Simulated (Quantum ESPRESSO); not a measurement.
# Collinear magnetic orders of YCrO4 with Quantum ESPRESSO

Does YCrO4 prefer parallel or opposed moments?

Calculated with Quantum ESPRESSO 7.5; LDA with U = 3.5 eV on Cr d (ortho-atomic projectors); plane waves with GBRV 1.5 LDA potentials, no spin-orbit coupling.

## 1. The starting structure

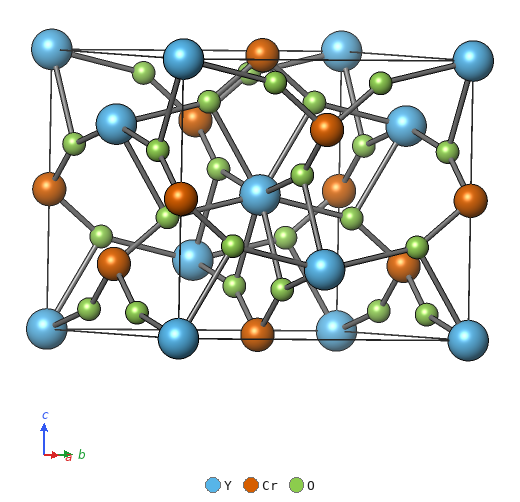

Start, viewed slightly off an axis; yttrium blue, chromium orange, oxygen green. This picture shows the conventional cell, with its axes. Some periodic images of atoms are drawn too.

The cell comes from the Crystallography Open Database.

## 2. Start 1: ferro ++

The signs are those of the starting moments on the seeded atoms, the atoms that are given a moment.

Input file pw.in:

```
&CONTROL
  calculation = 'scf'
  prefix = 'pwscf'
  outdir = './tmp'
  pseudo_dir = './pseudo'
  disk_io = 'nowf'
/
&SYSTEM
  ibrav = 0
  nat = 12
  ntyp = 3
  ecutwfc = 40
  ecutrho = 280
  nbnd = 67
  occupations = 'smearing'
  smearing = 'fd'
  degauss = 0.00367493
  nspin = 2
  starting_magnetization(1) = 0
  starting_magnetization(2) = 0.2143
  starting_magnetization(3) = 0
/
&ELECTRONS
  conv_thr = 2.4d-08
  electron_maxstep = 150
  mixing_beta = 0.3
/
ATOMIC_SPECIES
Y      88.9058 y_lda_v1.4.uspp.F.UPF
Cr     51.9961 cr_lda_v1.5.uspp.F.UPF
O      15.9990 o_lda_v1.2.uspp.F.UPF
CELL_PARAMETERS angstrom
  -3.5560000000    3.5560000000    3.1255000000
   3.5560000000   -3.5560000000    3.1255000000
   3.5560000000    3.5560000000   -3.1255000000
ATOMIC_POSITIONS crystal
Y       0.0000000000    0.0000000000    0.0000000000
Y       0.7500000000    0.2500000000    0.5000000000
Cr      0.5000000000    0.5000000000    0.0000000000
Cr      0.2500000000    0.7500000000    0.5000000000
O       0.5140000000    0.3320000000    0.1820000000
O       0.0820000000    0.4000000000    0.3180000000
O       0.1500000000    0.3320000000    0.8180000000
O       0.0820000000    0.7640000000    0.6820000000
O       0.2360000000    0.9180000000    0.3180000000
O       0.6680000000    0.4860000000    0.8180000000
O       0.6000000000    0.9180000000    0.6820000000
O       0.6680000000    0.8500000000    0.1820000000
K_POINTS automatic
4 4 4 0 0 0
HUBBARD {ortho-atomic}
U Cr-3d 3.5000
```

Started as:

```sh
OMP_NUM_THREADS=1 mpirun -n 4 pw.x -nk 4 -in pw.in > pw.out
```

What it wrote:

```text
Program PWSCF v.7.5 starts

     Message from routine setup:
     using ibrav=0 with symmetry is DISCOURAGED, use correct ibrav instead

     K-points division:     npool     =       4
     Subspace diagonalization in iterative solution of the eigenvalue problem:

     G-vector sticks info
     --------------------
     sticks:   dense  smooth     PW     G-vecs:    dense   smooth      PW
     Sum        2497    1433    457                84471    36447    6633

     Using Slab Decomposition

     bravais-lattice index     =            0
     lattice parameter (alat)  =      11.1892  a.u.
     unit-cell volume          =    1066.8408 (a.u.)^3
     number of atoms/cell      =           12
     number of atomic types    =            3
     number of electrons       =        98.00
     number of Kohn-Sham states=           67
     kinetic-energy cutoff     =      40.0000  Ry
     charge density cutoff     =     280.0000  Ry
     scf convergence threshold =      2.4E-08
     mixing beta               =       0.3000
     number of iterations used =            8  plain     mixing
     Exchange-correlation= SLA  PZ   NOGX NOGC
                           (   1   1   0   0   0   0   0)
     Hubbard projectors: ortho-atomic
     Hubbard parameters of DFT+U (Dudarev formulation) in eV:
     U(Cr-3d) =  3.5000

     Internal variables: lda_plus_u =T, lda_plus_u_kind = 0

     Internal variables: orbital_resolved =F, hub_pot_fix =F, apply_U = F

     celldm(1)=  11.189193  celldm(2)=   0.000000  celldm(3)=   0.000000
     celldm(4)=   0.000000  celldm(5)=   0.000000  celldm(6)=   0.000000

     crystal axes: (cart. coord. in units of alat)
               a(1) = (  -0.600568   0.600568   0.527861 )
               a(2) = (   0.600568  -0.600568   0.527861 )
               a(3) = (   0.600568   0.600568  -0.527861 )

     reciprocal axes: (cart. coord. in units 2 pi/alat)
               b(1) = ( -0.000000  0.832546  0.947219 )
               b(2) = (  0.832546 -0.000000  0.947219 )
               b(3) = (  0.832546  0.832546  0.000000 )

     PseudoPot. # 1 for Y  read from file:
     y_lda_v1.4.uspp.F.UPF
     Pseudo is Ultrasoft + core correction, Zval = 11.0
     Generated by new atomic code, or converted to UPF format
     Using radial grid of  885 points,  6 beta functions with:
                l(1) =   0
                l(2) =   0
                l(3) =   1
                l(4) =   1
                l(5) =   2
                l(6) =   2
     Q(r) pseudized with  8 coefficients,  rinner =    1.200   1.200   1.200
                                                       1.200   1.200

     PseudoPot. # 2 for Cr read from file:
     cr_lda_v1.5.uspp.F.UPF
     Pseudo is Ultrasoft + core correction, Zval = 14.0
     Generated by new atomic code, or converted to UPF format
     Using radial grid of  857 points,  6 beta functions with:
                l(1) =   0
                l(2) =   0
                l(3) =   1
                l(4) =   1
                l(5) =   2
                l(6) =   2
     Q(r) pseudized with  8 coefficients,  rinner =    0.950   0.950   0.950
                                                       0.950   0.950

     PseudoPot. # 3 for O  read from file:
     o_lda_v1.2.uspp.F.UPF
     Pseudo is Ultrasoft + core correction, Zval =  6.0
     Generated by new atomic code, or converted to UPF format
     Using radial grid of  737 points,  5 beta functions with:
                l(1) =   0
                l(2) =   0
                l(3) =   1
                l(4) =   1
                l(5) =   2
     Q(r) pseudized with  8 coefficients,  rinner =    0.900   0.900   0.900
                                                       0.900   0.900

     atomic species   valence    mass     pseudopotential
     Y                11.00    88.90580     Y ( 1.00)
     Cr               14.00    51.99610     Cr( 1.00)
     O                 6.00    15.99900     O ( 1.00)

     Starting magnetic structure
     atomic species   magnetization
     Y               0.000
     Cr              0.214
     O               0.000

     16 Sym. Ops., with inversion, found ( 8 have fractional translation)

   Cartesian axes

     site n.     atom                  positions (alat units)
         1        Y      tau(   1) = (   0.0000000   0.0000000   0.0000000  )
         2        Y      tau(   2) = (   0.0000000   0.6005675   0.2639305  )
         3        Cr     tau(   3) = (   0.0000000   0.0000000   0.5278610  )
         4        Cr     tau(   4) = (   0.6005675   0.0000000   0.2639305  )
         5        O      tau(   5) = (  -0.0000000   0.2186066   0.3504997  )
         6        O      tau(   6) = (   0.3819610   0.0000000   0.0865692  )
         7        O      tau(   7) = (   0.6005675   0.3819610  -0.1773613  )
         8        O      tau(   8) = (   0.8191741  -0.0000000   0.0865692  )
         9        O      tau(   9) = (   0.6005675  -0.2186066   0.4412918  )
        10        O      tau(  10) = (   0.3819610   0.6005675   0.1773613  )
        11        O      tau(  11) = (   0.6005675   0.2186066   0.4412918  )
        12        O      tau(  12) = (   0.2186066  -0.0000000   0.7052223  )

     number of k points=    13  Fermi-Dirac smearing, width (Ry)=  0.0037
                       cart. coord. in units 2pi/alat
        k(    1) = (   0.0000000   0.0000000   0.0000000), wk =   0.0156250
        k(    2) = (   0.2081365   0.2081365   0.0000000), wk =   0.0625000
        k(    3) = (  -0.4162729  -0.4162729   0.0000000), wk =   0.0312500
        k(    4) = (   0.2081365  -0.0000000   0.2368048), wk =   0.1250000
        k(    5) = (   0.4162729   0.2081365   0.2368048), wk =   0.2500000
        [... 8 further k-points ...]

     Dense  grid:    84471 G-vectors     FFT dimensions: (  60,  60,  60)

     Smooth grid:    36447 G-vectors     FFT dimensions: (  48,  48,  48)

     Check: negative core charge=   -0.000005
     Generating pointlists ...
     new r_m :   0.1616 (alat units)  1.8077 (a.u.) for type    1
     new r_m :   0.1161 (alat units)  1.2993 (a.u.) for type    2
     new r_m :   0.1161 (alat units)  1.2993 (a.u.) for type    3

     Initial potential from superposition of free atoms

     starting charge      95.9924, renormalised to      98.0000

     negative rho (up, down):  1.414E-03 9.026E-04

     STARTING HUBBARD OCCUPATIONS:

     =================== HUBBARD OCCUPATIONS ===================
     ------------------------ ATOM    3 ------------------------
     Tr[ns(  3)] (up, down, total) =   3.40000  0.00000  3.40000
     Atomic magnetic moment for atom   3 =   3.40000
     [... lines left out ...]
     ------------------------ ATOM    4 ------------------------
     Tr[ns(  4)] (up, down, total) =   3.40000  0.00000  3.40000
     Atomic magnetic moment for atom   4 =   3.40000
     [... lines left out ...]
     Number of occupied Hubbard levels =    6.8000

     Atomic wfc used for Hubbard projectors are orthogonalized

     Starting wfcs are   78 randomized atomic wfcs

     Self-consistent Calculation

     iteration #  1     ecut=    40.00 Ry     beta= 0.30
     Davidson diagonalization with overlap
     ethr =  1.00E-02,  avg # of iterations =  2.5

     =================== HUBBARD OCCUPATIONS ===================
     ------------------------ ATOM    3 ------------------------
     Tr[ns(  3)] (up, down, total) =   2.31472  0.82184  3.13656
     Atomic magnetic moment for atom   3 =   1.49288
     [... lines left out ...]
     ------------------------ ATOM    4 ------------------------
     Tr[ns(  4)] (up, down, total) =   2.31472  0.82184  3.13656
     Atomic magnetic moment for atom   4 =   1.49288
     [... lines left out ...]
     Number of occupied Hubbard levels =    6.2731

     negative rho (up, down):  1.298E-03 1.615E-03

     total energy              =    -794.63245045 Ry
     estimated scf accuracy    <       3.70485020 Ry

     total magnetization       =     2.00 Bohr mag/cell
     absolute magnetization    =     3.83 Bohr mag/cell

     iteration #  2     ecut=    40.00 Ry     beta= 0.30
     Davidson diagonalization with overlap
     ethr =  3.78E-03,  avg # of iterations =  2.0

     negative rho (up, down):  9.103E-04 1.646E-03

     total energy              =    -795.03925363 Ry
     estimated scf accuracy    <       3.06915737 Ry

     total magnetization       =     2.00 Bohr mag/cell
     absolute magnetization    =     4.03 Bohr mag/cell

     iteration #  3     ecut=    40.00 Ry     beta= 0.30
     Davidson diagonalization with overlap
     ethr =  3.13E-03,  avg # of iterations =  1.5

     negative rho (up, down):  6.902E-04 2.037E-03

     total energy              =    -795.45366744 Ry
     estimated scf accuracy    <       0.34469354 Ry

     total magnetization       =     2.00 Bohr mag/cell
     absolute magnetization    =     3.46 Bohr mag/cell

     [... further iterations left out ...]

     iteration # 13     ecut=    40.00 Ry     beta= 0.30
     Davidson diagonalization with overlap
     ethr =  1.03E-08,  avg # of iterations =  2.1

     negative rho (up, down):  4.943E-04 2.358E-03

     total energy              =    -795.51638527 Ry
     estimated scf accuracy    <       0.00001004 Ry

     total magnetization       =     2.00 Bohr mag/cell
     absolute magnetization    =     2.51 Bohr mag/cell

     iteration # 14     ecut=    40.00 Ry     beta= 0.30
     Davidson diagonalization with overlap
     ethr =  1.02E-08,  avg # of iterations =  2.0

     negative rho (up, down):  4.946E-04 2.358E-03

     total energy              =    -795.51639929 Ry
     estimated scf accuracy    <       0.00000038 Ry

     total magnetization       =     2.00 Bohr mag/cell
     absolute magnetization    =     2.49 Bohr mag/cell

     iteration # 15     ecut=    40.00 Ry     beta= 0.30
     Davidson diagonalization with overlap
     ethr =  3.89E-10,  avg # of iterations =  3.4

     negative rho (up, down):  4.945E-04 2.358E-03

     total energy              =    -795.51639956 Ry
     estimated scf accuracy    <       0.00000006 Ry

     total magnetization       =     2.00 Bohr mag/cell
     absolute magnetization    =     2.49 Bohr mag/cell

     iteration # 16     ecut=    40.00 Ry     beta= 0.30
     Davidson diagonalization with overlap
     ethr =  5.79E-11,  avg # of iterations =  2.2

     negative rho (up, down):  4.946E-04 2.358E-03

     Magnetic moment per site  (integrated on atomic sphere of radius R)
     atom   1 (R=0.162)  charge=  7.3614  magn=  0.0122
     atom   2 (R=0.162)  charge=  7.3614  magn=  0.0122
     atom   3 (R=0.116)  charge=  9.8116  magn=  0.7774
     atom   4 (R=0.116)  charge=  9.8116  magn=  0.7774
     atom   5 (R=0.116)  charge=  4.5977  magn= -0.0066
     atom   6 (R=0.116)  charge=  4.5977  magn= -0.0066
     atom   7 (R=0.116)  charge=  4.5977  magn= -0.0066
     atom   8 (R=0.116)  charge=  4.5977  magn= -0.0066
     atom   9 (R=0.116)  charge=  4.5977  magn= -0.0066
     atom  10 (R=0.116)  charge=  4.5977  magn= -0.0066
     atom  11 (R=0.116)  charge=  4.5977  magn= -0.0066
     atom  12 (R=0.116)  charge=  4.5977  magn= -0.0066

     End of self-consistent calculation

     =================== HUBBARD OCCUPATIONS ===================
     ------------------------ ATOM    3 ------------------------
     Tr[ns(  3)] (up, down, total) =   2.59095  1.59943  4.19038
     Atomic magnetic moment for atom   3 =   0.99152
     [... lines left out ...]
     ------------------------ ATOM    4 ------------------------
     Tr[ns(  4)] (up, down, total) =   2.59095  1.59943  4.19038
     Atomic magnetic moment for atom   4 =   0.99152
     [... lines left out ...]
     Number of occupied Hubbard levels =    8.3808

     [... lines left out ...]
     the Fermi energy is     8.1279 ev

!    total energy              =    -795.51639958 Ry
     estimated scf accuracy    <          4.1E-09 Ry
     smearing contrib. (-TS)   =      -0.00063645 Ry
     internal energy E=F+TS    =    -795.51576313 Ry

     The total energy is F=E-TS. E is the sum of the following terms:
     one-electron contribution =    -395.31721696 Ry
     hartree contribution      =     239.81964273 Ry
     xc contribution           =    -156.28951859 Ry
     ewald contribution        =    -484.25785800 Ry
     Hubbard energy            =       0.52918768 Ry

     total magnetization       =     2.00 Bohr mag/cell
     absolute magnetization    =     2.49 Bohr mag/cell

     convergence has been achieved in  16 iterations

=------------------------------------------------------------------------------=
   JOB DONE.
=------------------------------------------------------------------------------=
```

Wall time 76 s (4 MPI ranks of Arm Neoverse V2, shared host); peak memory 0.85 GiB.

Spin moment in the atom's sphere by atom:

```tsv
atom	spin moment in the atom's sphere (μB)
Y1	0.012
Y2	0.012
Cr3	0.777
Cr4	0.777
O5	-0.007
O6	-0.007
O7	-0.007
O8	-0.007
O9	-0.007
O10	-0.007
O11	-0.007
O12	-0.007
```

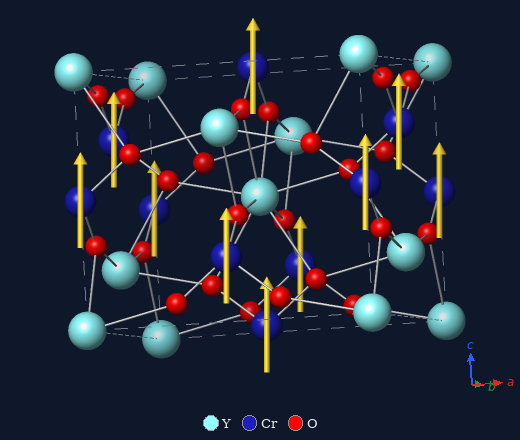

Spin moment in the atom's sphere as arrows, the longest 0.777 μB. Up and down stand for the sign. Arrows give size and sign along the axis of quantisation, drawn up and down the page. Some periodic images of atoms are drawn too.

Read from the output:

| Quantity | Value |
| --- | --- |
| smearing term TS | 0.008659 eV |
| magnetization | 2 μB |
| absolute magnetization | 2.487 μB |
| final state | ferromagnetic |

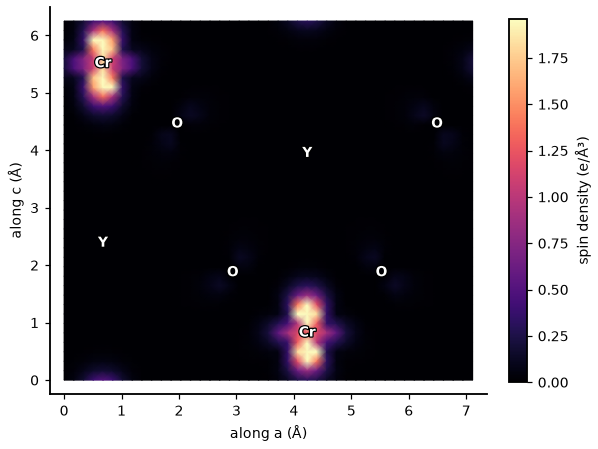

Spin density in the ac plane of the conventional cell at fractional y = 0.000, with atoms of Y and Cr and O within 0.2 Å of it. The map starts off the cell's origin, so that atoms lie inside it.

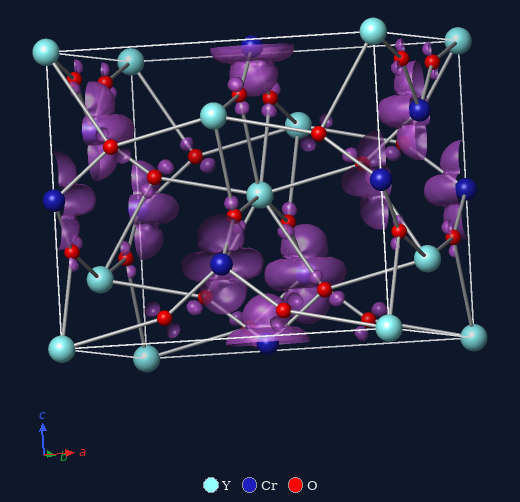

Surface of spin density = 0.075 e/Å³, which holds about 70 % of the integral of its size.

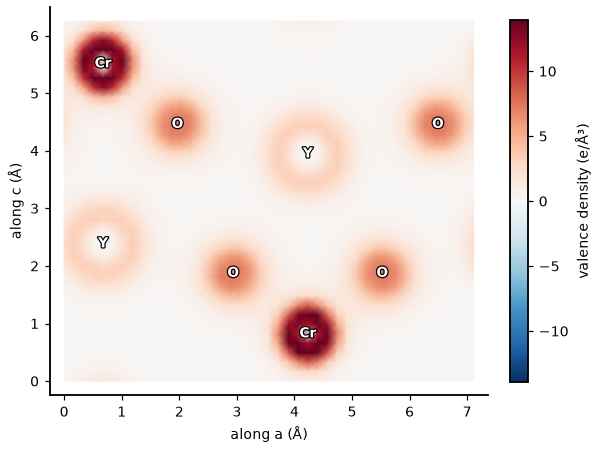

Valence density in the ac plane of the conventional cell at fractional y = 0.000, with atoms of Y and Cr and O within 0.2 Å of it. It is the smooth field of the valence electrons, not physical close to the nuclei. The map starts off the cell's origin, so that atoms lie inside it.

(Part 1 of 3 ends here.)

[Logs and program files are shortened in this print: banners, set-up blocks, solver, clock and traceback lines can be left out without a mark of their own.]

[Logs are printed without paths, hosts, clocks, repeated set-up lines and the standing remarks that a program may print on its own settings, such as how far it seeks lower states.]

[Hosts, paths, dates, database ids (printed as entryN), source tags and the programs' standing remarks are cut or masked in the printed files.]

[Where a cell is said to come from a database of computed structures, the database is the Materials Project.]
